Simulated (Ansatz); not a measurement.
```
B Ru
1.0
     2.76652    0.00000    0.00000
    -1.38326    2.39587    0.00000
     0.00000    0.00000   12.62031
B Ru
3 5
Cartesian
  0.0000 1.5973 9.1680
  0.0000 1.5973 6.3102
  0.0000 1.5973 3.4523
  0.0000 0.0000 10.5368
  0.0000 0.0000 4.8959
  0.0000 0.0000 7.7244
  0.0000 0.0000 2.0835
  0.0000 1.5973 0.0000
```

Space group P-6m2; a generated structure, not necessarily the stable one; changed on purpose from its base cell (volume × 0.94, shape and atoms relaxed); computed pressure about 21 GPa in this cell; computed without spin polarisation.

All numbers below come from DFT PBE, scalar-relativistic, plane waves, PAW (Ansatz).

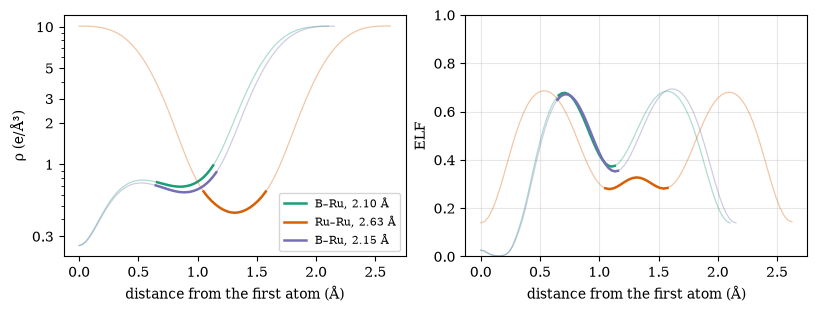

B3Ru5. Valence charge density (pseudo) and ELF along straight lines between neighbouring atoms. Thin, pale parts lie inside the atomic spheres.

In a PAW calculation such maps are meaningful between the atoms, not at the nuclei.

Compare the contacts.

B–Ru (2.10 Å): ρ at the midpoint is about 0.81 e/Å³, with its minimum of 0.69 e/Å³ about 0.8 Å from B; the ELF peaks at about 0.70 in the valence shell of B, 0.7 Å from its nucleus, and is about 0.40 at the midpoint.
Ru–Ru (2.63 Å): the density is about 0.45 e/Å³ at the midpoint; the ELF is about 0.35 at the midpoint.
B–Ru (2.15 Å): ρ is about 0.73 e/Å³ halfway, with its minimum of 0.63 e/Å³ about 0.9 Å from B; the ELF peaks at about 0.65 in the valence shell of B, 0.7 Å from its nucleus, and is about 0.35 at the midpoint.
